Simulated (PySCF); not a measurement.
Bond curves of AlH⁺, doublet (excess alpha electrons: σ +1), def2-TZVP (non-relativistic), PySCF: energy from the separated fragments (atoms in their ground configurations, no counterpoise). One reference determinant with the occupation held, the lowest that a PBE0 search over spins and occupations found; no spin-orbit coupling. Splines pass through the computed points, which are marked. References: UKS for r2SCAN, BLYP, B2PLYP and CAM-B3LYP; UHF for HF and CCSD(T). Spin contamination grows along the curve for HF. The fragments are Al⁺ + H.

Methods: CCSD(T), BLYP, HF, B2PLYP, CAM-B3LYP and r2SCAN.

Where is the minimum of each curve?

CCSD(T): near 1.61 Å, −0.76 eV; BLYP: near 1.64 Å, −0.91 eV; HF: near 1.59 Å, −0.63 eV; B2PLYP: near 1.61 Å, −0.86 eV; CAM-B3LYP: near 1.61 Å, −0.94 eV; r2SCAN: near 1.61 Å, −1.17 eV (from the spline).

What values does the calculation give?

In eV:
| bond length (Å) | CCSD(T) | BLYP | HF | B2PLYP | CAM-B3LYP | r2SCAN |
| --- | --- | --- | --- | --- | --- | --- |
| 1.46 | −0.61 | −0.72 | −0.52 | −0.71 | −0.78 | −1.02 |
| 1.53 | −0.72 | −0.84 | −0.61 | −0.82 | −0.89 | −1.13 |
| 1.57 | −0.76 | −0.88 | −0.63 | −0.85 | −0.93 | −1.17 |
| 1.62 | −0.76 | −0.90 | −0.63 | −0.86 | −0.93 | −1.17 |
| 1.67 | −0.75 | −0.90 | −0.60 | −0.84 | −0.92 | −1.16 |
| 1.74 | −0.70 | −0.87 | −0.54 | −0.80 | −0.88 | −1.11 |
| 1.82 | −0.62 | −0.81 | −0.45 | −0.71 | −0.80 | −1.03 |
| 1.92 | −0.51 | −0.71 | −0.34 | −0.60 | −0.68 | −0.90 |

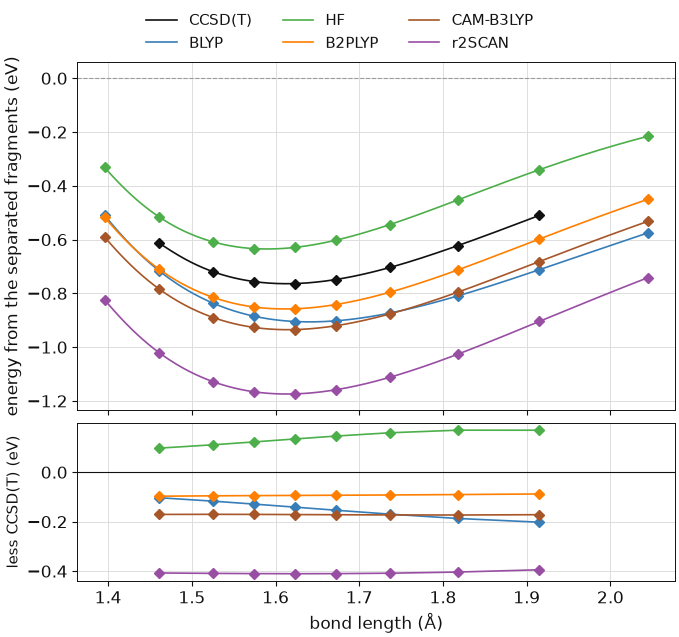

Limits of at least one run: dipole, levels and charges come from the SCF part of the double hybrid; lowest determinant of a PBE0 search, another state may lie lower.
